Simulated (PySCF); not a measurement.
# SiCNCl2F (SMILES N#C[Si](F)(Cl)Cl): HF/def2-SVP (density fitting with def2-universal-jkfit)

Aim: the vertical ionisation energy of SiCNCl2F at HF/def2-SVP (density fitting with def2-universal-jkfit), from 2 runs. 

The results are computed with PySCF 2.14.0.

2 further runs of the same task are left out: 2 set aside as unsound or not needed.

### 1 Starting point

The species is SiCNCl2F (6 atoms), meant as a singlet with charge 0. SMILES: `N#C[Si](F)(Cl)Cl`. Geometry: relaxed at PBE0-D4/def2-TZVP.

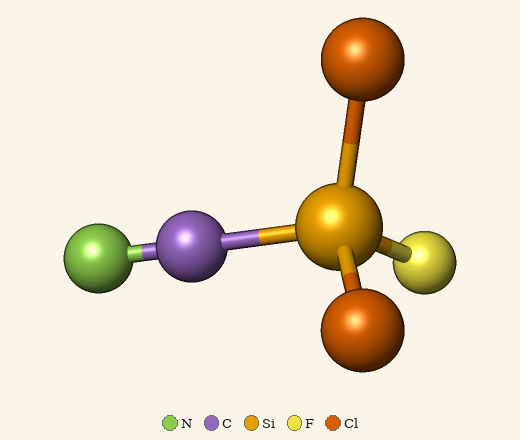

Viewed from a chosen angle; nitrogen green, carbon purple, silicon amber, fluorine yellow, chlorine orange.

### 2 The energy at HF/def2-SVP (density fitting with def2-universal-jkfit)

Contents of start.xyz:

```xyz
6
CCl2FNSi
N      1.752600    -1.361000     1.114200
C      0.923100    -0.763300     0.585900
Si    -0.381900     0.210300    -0.249400
F     -1.471500    -0.801900    -0.758800
Cl     0.422900     1.177100    -1.812500
Cl    -1.203100     1.474700     1.074300
```

Contents of run.py:

```python
# N#C[Si](F)(Cl)Cl
from pyscf import gto, scf

molecule = gto.Mole()
molecule.atom = 'start.xyz'
molecule.spin = 0
molecule.max_memory = 1860
molecule.verbose = 3
molecule.charge = 0
molecule.basis = 'def2-svp'
molecule.build()

myscf = scf.RHF(molecule)
myscf = myscf.density_fit(auxbasis='def2-universal-jkfit')
myscf.conv_tol = 1e-10
myscf.kernel()
if not myscf.converged:
    myscf = myscf.newton().run(myscf.mo_coeff, myscf.mo_occ)

etot = myscf.e_tot
print(f'total energy: {etot:.8f} hartree')
```

Run with:

```
$ OMP_NUM_THREADS=1 python run.py
```

Output:

```text
converged SCF energy = -1399.31799676234
total energy: -1399.31799676 hartree
```

Wall time 2.1 s (1 thread of Arm Neoverse V1, shared host); peak memory 0.15 GiB.

### 3 The doublet cation, same level

Contents of job.py:

```python
from pyscf import gto

system = gto.Mole()
system.atom = '''
N      1.752600    -1.361000     1.114200
C      0.923100    -0.763300     0.585900
Si    -0.381900     0.210300    -0.249400
F     -1.471500    -0.801900    -0.758800
Cl     0.422900     1.177100    -1.812500
Cl    -1.203100     1.474700     1.074300
'''
system.spin = 1
system.verbose = 4
system.max_memory = 1860
system.basis = 'def2-svp'
system.charge = 1
system.build()

hf = system.UHF()
hf = hf.density_fit(auxbasis='def2-universal-jkfit')
hf.conv_tol = 1e-10
hf.kernel()
if not hf.converged:
    hf = hf.newton().run(hf.mo_coeff, hf.mo_occ)

e_final = hf.e_tot
print('E(%s) = %.9f' % ('HF', e_final))
```

Run with:

```
$ OMP_NUM_THREADS=1 python job.py
```

Output:

```text
PySCF version 2.14.0

[... 179 lines left out ...]
converged SCF energy = -1398.85840978245  <S^2> = 0.87192376  2S+1 = 2.118418
E(HF) = -1398.858409782
```

It took 8.4 s on 1 thread of Arm Neoverse V1, shared host; peak memory 0.17 GiB.

### 4 Results

Level: HF/def2-SVP (density fitting with def2-universal-jkfit).

```
                                          quantity           value
                    singlet SiCNCl2F: total energy  -1399.31800 Eh
                   singlet SiCNCl2F: dipole moment          2.14 D
                     singlet SiCNCl2F: HOMO energy       -13.47 eV
                     singlet SiCNCl2F: LUMO energy         2.59 eV
                   singlet SiCNCl2F: HOMO–LUMO gap        16.06 eV
                      doublet cation: total energy  -1398.85841 Eh
doublet cation: HOMO energy (highest over α and β)       -17.92 eV
 doublet cation: LUMO energy (lowest over α and β)       -10.25 eV
                              doublet cation: ⟨S²⟩           0.872
vertical ionisation energy (to the doublet cation)       12.506 eV
```

**Reading.** Removing an electron at fixed nuclei costs 12.51 eV (288 kcal/mol). −ε(HOMO) before ionisation, 13.47 eV, is 0.97 eV above this ionisation energy. Mulliken charges (singlet SiCNCl2F) run from -0.41 on F4 to +1.29 on Si3; they depend strongly on the basis. ⟨S²⟩ (doublet cation) is 0.87 where a pure doublet has 0.75: the reference is spin-contaminated.
